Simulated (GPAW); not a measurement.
Consider SiO2 (Quartz, P3_121).

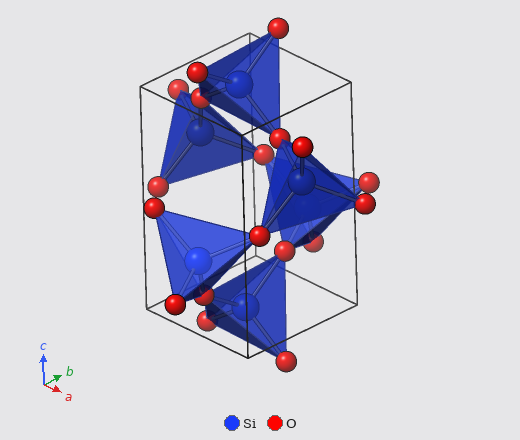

The structure (silicon blue, oxygen red). Some periodic images of atoms are drawn too.

```xyz
9
Lattice="4.9158 0.0000 0.0000 -2.4579 4.2572 0.0000 0.0000 0.0000 5.4091" Properties=species:S:1:pos:R:3 pbc="T T T"
Si    1.1545    1.9996    0.0000
Si   -1.3034    2.2576    3.6061
Si    2.6068    0.0000    1.8030
O     3.5384    1.1409    2.4467
O     2.1585    2.4939    4.2497
O     1.6768    0.6224    0.6437
O    -0.7811    3.6348    2.9624
O     1.0805    3.1163    1.1594
O    -0.2994    1.7633    4.7654
```

Absorber: atom 1, with 4 O at 1.61 Å (tetrahedral, site symmetry 2). Method: GPAW, PBE, full core hole (charged cell), 9-atom cell with 4.9 Å between holes, 5×5×4 k points, dipole transitions, Gaussian full width 0.9 eV up to 4 eV, rising linearly to 3.5 eV at 25 eV.

Predict the near-edge structure at the Si L₃ edge.

Main maxima up to 24 eV above the zero (height): 2.9 eV (1.98), 4.7 eV (0.75), 9.1 eV (1.77) and 20.5 eV (1.57). At an L edge the dipole rule allows s and d final states: the first features are the absorber's empty s states, and d weight takes over some eV higher. The total-energy difference plus the lowest empty eigenvalue puts the zero at 105.34 eV. Two terms are added: -0.84 eV, since the hole is spin-paired here and a spin-polarised one costs that much less in the free atom (computed apart); −0.20 eV, a third of the tabulated L₂–L₃ splitting, since the scalar-relativistic hole is their mean. The photon energy is then 104.30 eV. The tabulated edge of the element is 99.2 eV. The functional and the charged cell's background leave an error of a few eV in such absolute values.

The Si L₃ spectrum (energy from the lowest empty level; intensity scaled to a mean of 1 over the first 20 eV; polarised curves are means over the symmetry-equivalent atoms):

| E (eV) | isotropic | ε ⊥ c | ε ∥ c |
| --- | --- | --- | --- |
| -2.0 | 0.00 | 0.00 | 0.00 |
| -0.5 | 0.00 | 0.00 | 0.01 |
| 1.0 | 0.48 | 0.48 | 0.47 |
| 2.5 | 1.59 | 1.65 | 1.49 |
| 4.0 | 0.72 | 0.67 | 0.82 |
| 5.5 | 0.65 | 0.66 | 0.64 |
| 7.0 | 0.67 | 0.65 | 0.72 |
| 8.5 | 1.48 | 1.55 | 1.34 |
| 10.0 | 1.35 | 1.32 | 1.39 |
| 11.5 | 0.80 | 0.71 | 0.99 |
| 13.0 | 0.69 | 0.69 | 0.69 |
| 14.5 | 0.79 | 0.86 | 0.65 |
| 16.0 | 0.97 | 0.99 | 0.92 |
| 17.5 | 1.20 | 1.19 | 1.22 |
| 19.0 | 1.47 | 1.45 | 1.51 |
| 20.5 | 1.57 | 1.55 | 1.60 |
| 22.0 | 1.49 | 1.47 | 1.52 |
| 23.5 | 1.36 | 1.34 | 1.40 |
| 25.0 | 1.32 | 1.31 | 1.33 |
| 26.5 | 1.29 | 1.31 | 1.24 |
| 28.0 | 1.20 | 1.23 | 1.15 |
| 29.5 | 1.12 | 1.12 | 1.10 |

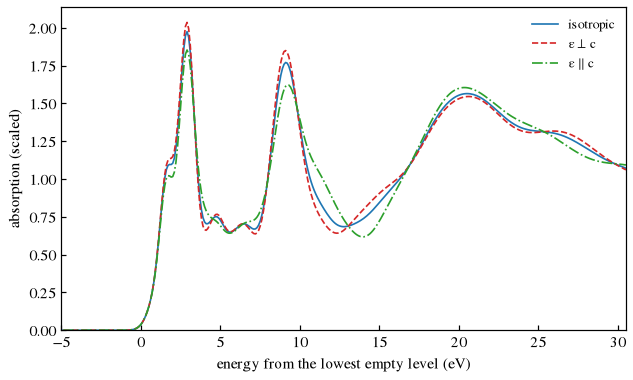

The Si L₃ edge.

Only the L₃ part is meant: spin–orbit coupling of the core level isn't computed and the L₂ copy isn't added. The holes are only 4.9 Å apart, so the shape is probably not converged with cell size; no larger cell was run here. The mesh is coarse (0.30 Å⁻¹ between points), so small maxima may be mesh ripples. Lifetime broadening is put in by hand, and intensities beyond about 20 eV depend on it and on the partial waves. The structure is a published determination, not relaxed.

[Banner, clock and machine lines of the logs are left out without a mark of their own.]

[Logs are printed without paths, hosts, clocks, repeated set-up lines and the standing remarks that a program may print on its own settings, such as how far it seeks lower states.]

[Hosts, paths, dates, database ids (printed as entryN), source tags and the programs' standing remarks are cut or masked in the printed files.]

[Lists of maxima count a maximum above −3 eV only where it reaches 4 % of the highest in the window and stands out from its surroundings by 2 % of it (1.5 % where it reaches 55 %); shoulders and weaker maxima are passed over, and of the rest the first, up to two pre-edge ones and the few strongest are named.]
